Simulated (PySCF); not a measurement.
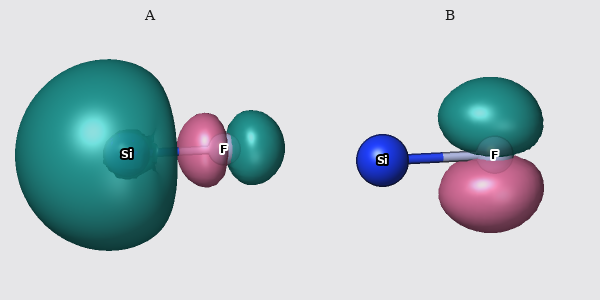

SiF (charge −1, triplet). Two frontier β-spin orbitals, each drawn at the value that holds 80 % of its norm (teal and pink are the two phases), in no order; of a degenerate pair one member is drawn.

The calculation used PBE0/def2-SVPD, non-relativistic Hamiltonian with scalar-relativistic core potentials where named, at a bond length of 1.771 Å in PySCF 2.14.0.

Question: Label each orbital by symmetry, say whether it is occupied, and order them by energy.

Answer: Orbital B: π, occupied in this spin, −5.07 eV; mainly on F (90 %).
Orbital A: σ, occupied in this spin, −2.02 eV; mainly on Si (85 %).
